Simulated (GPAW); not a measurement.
Band structure of Mg3Re (P6_3/mmc, 8 atoms in the cell).

```
CELL_PARAMETERS angstrom
      5.90966     0.00000     0.00000
     -2.95483     5.11792     0.00000
      0.00000     0.00000     4.81478
ATOMIC_POSITIONS crystal
  Mg 0.34922 0.17461 0.75000
  Mg 0.65078 0.82539 0.25000
  Mg 0.17461 0.34922 0.25000
  Mg 0.82539 0.65078 0.75000
  Mg 0.82539 0.17461 0.75000
  Mg 0.17461 0.82539 0.25000
  Re 0.33333 0.66667 0.75000
  Re 0.66667 0.33333 0.25000
```
Moments meant for the start (each program seeds them in its own way; μB, in the order of the atoms Mg Mg Mg Mg Mg Mg Re Re): 0.0 0.0 0.0 0.0 0.0 0.0 1.0 1.0.

Level of theory: PBEsol, GPAW PAW datasets PBEsol (made by gpaw-setup) (plane waves; GPAW).

Settings: spinpol = true; mode = pw; ecut = 850 eV; xc = PBEsol; kpts = 3 3 3; mesh shift (steps) = 0 0 0; occupations.name = fermi-dirac; occupations.width = 0.05 eV; nbands = -14; convergence.density = 1e-05 e/electron; symmetry.symmorphic = false; symmetry.tolerance = 0.0005; maxiter = 150; bandpath_npoints = 40.

The starting cell comes from a database of computed structures (which also holds hypothetical and non-ambient phases and stackings), without a prior relaxation at this level. Spin-orbit coupling is off. The starting moments vanished: the run ended non-magnetic.

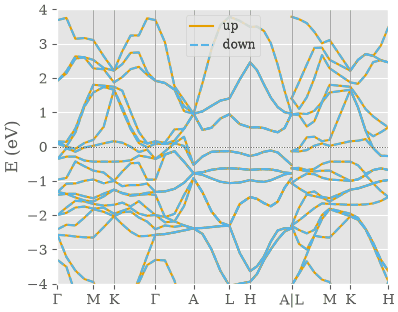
Fig. 1. Bands along the path, energies from the Fermi level.

Levels in eV from the Fermi level, bands 41 to 48 of the first spin channel:
```
point     41     42     43     44    45    46    47    48
-----  -----  -----  -----  -----  ----  ----  ----  ----
Γ      -0.96  -0.36  -0.36   0.08  0.15  0.15  1.92  1.92
M      -0.70  -0.44   0.02   0.20  1.58  1.80  2.28  2.53
K      -1.00  -0.44   0.16   1.66  1.66  1.74  1.87  2.22
A      -0.78  -0.78  -0.53  -0.53  0.95  0.95  0.96  0.96
L      -0.63  -0.63  -0.13  -0.13  0.94  0.94  1.40  1.40
H      -0.68  -0.68  -0.28  -0.28  0.56  0.56  2.46  2.46
```

Bands cross the Fermi level along this path, so the cell is metallic at this level.

The net moment of the cell came out as 0.00 μB.
